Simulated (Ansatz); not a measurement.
H2Sn···H2

Input file:

```
crystal:
  periodic: [false, false, false]
  atoms:
    - { symbol: Sn, position_ang: [-0.244905, 0.0, -0.201719] }
    - { symbol: H, position_ang: [1.925776, 0.0, 1.797365] }
    - { symbol: H, position_ang: [2.338746, 0.0, 1.22347] }
    - { symbol: H, position_ang: [-1.300059, 1.250713, -0.907308] }
    - { symbol: H, position_ang: [-1.300059, -1.250713, -0.907308] }
basis:
  gaussian: { orbitals: def2-TZVP }
hamiltonian:
  xc: pbe0
  dispersion: d4
relax:
  f_tol: 0.03
  max_steps: 50
output:
  orbitals: {}
```

Run with:

```sh
ansatz run input.yaml --threads 1 --pin off --max-ram 2048MiB --backend cpu --events-out ev --progress --plain --runs-dir out
```

The fields are those of the run's last geometry, not of the input's.

Core potentials replace the inner electrons of Sn.

Method: Ansatz, RKS PBE0-D4/def2-TZVP.

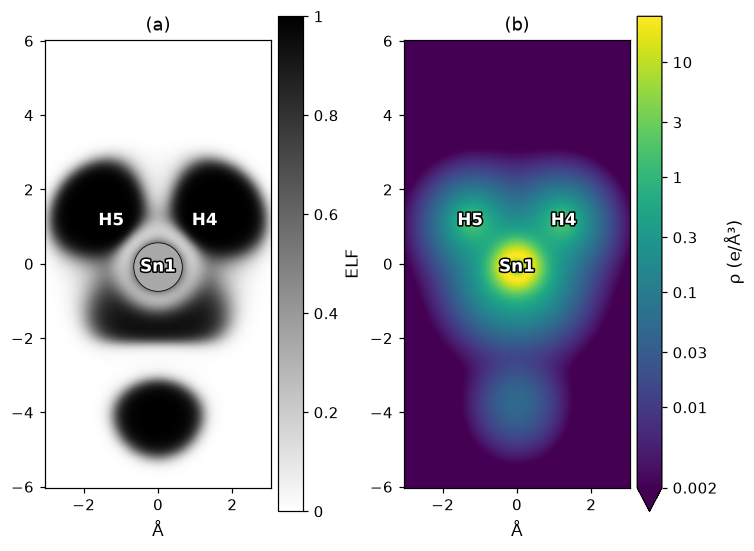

Figure 1. (a) electron localisation function; (b) electron density on the plane of atoms H4, Sn1 and H5. Grey discs cover the atomic cores in the ELF map.

### What do the fields say about this system?

- The plane passes through Sn and H nuclei.
- Sn–H (1.77 Å): ρ is about 1 e/Å³ halfway; the ELF climbs to about 1 towards the hydrogen.

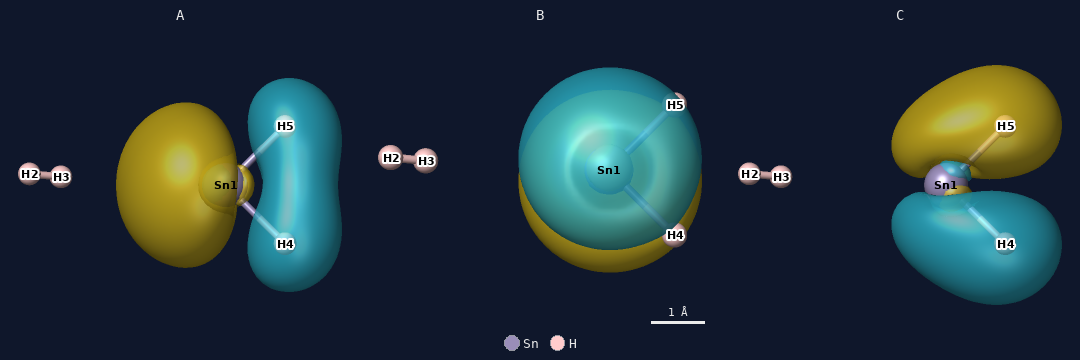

Figure 2. Three frontier orbitals at ±0.08 Å⁻³ᐟ² (yellow and cyan are the two phases), in no order.

### Which picture is the HOMO−1, the HOMO and the LUMO?

C is the HOMO−1 (−8.26 eV). Its weight (Hirshfeld) is mainly on Sn1 (about 45 %), H4 (about 25 %) and H5 (about 25 %). A is the HOMO (−6.66 eV). Its weight (Hirshfeld) is mainly on Sn1 (about 70 %), H4 (about 15 %) and H5 (about 15 %). B is the LUMO (−3.00 eV). Its weight (Hirshfeld) is mainly on Sn1 (about 95 %).

### What is the HOMO–LUMO gap?

3.66 eV between the orbital energies.

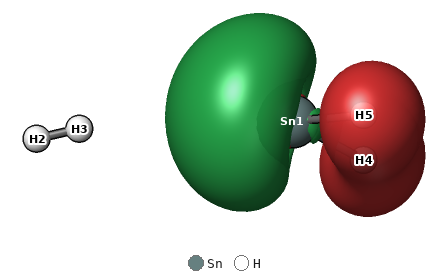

Figure 3. One frontier orbital at ±0.1 Å⁻³ᐟ² (green and red are the two phases), seen from one side.

### Which orbital is it: HOMO or LUMO?

The HOMO, at −6.66 eV. By Hirshfeld shares it lies mainly on Sn1 (about 70 %), H4 (about 15 %) and H5 (about 15 %).
